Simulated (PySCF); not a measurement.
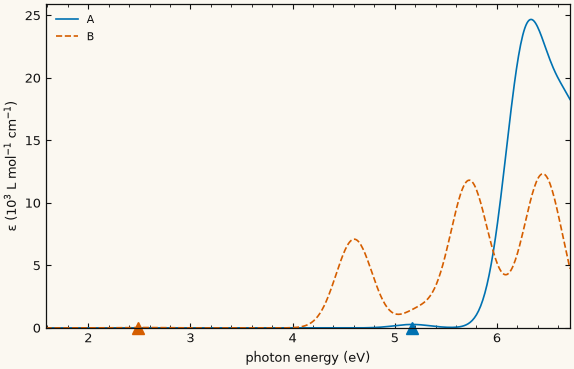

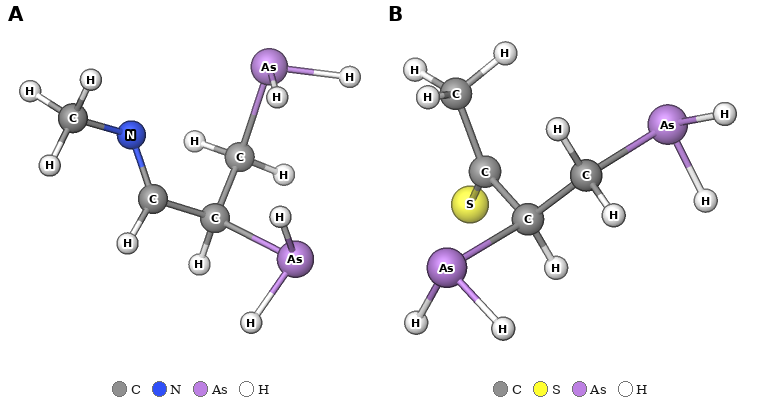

Related molecules: A is C₄H₁₁As₂N, SMILES C/N=C/[C@H]([AsH2])C[AsH2]; B is C₄H₁₀As₂S, SMILES CC(=S)[C@H]([AsH2])C[AsH2]. Vertical TDDFT absorption, ωB97X-D/def2-SVPD with PySCF 2.14.0, at a PBE0-D3(BJ)/def2-SVP geometry (no frequency check); Gaussians of 1/e half-width 0.25 eV, triangles mark S1, and the range ends where the computed states of one molecule run out.

### How does the lowest singlet move?

A: 5.17 eV (f = 0.004, mainly HOMO−2 → LUMO (54 %)); B: 2.48 eV (f = 0.001, mainly HOMO → LUMO (96 %)). From A to B it shifts 2.69 eV to the red; the leading orbital pair differs.

### And the brightest state of each within the range drawn?

A: S3 at 6.31 eV, f = 0.17; B: S4 at 5.70 eV, f = 0.14.

Caveats, for all or some of the runs: core orbitals are frozen in the response; one conformer of a flexible molecule.
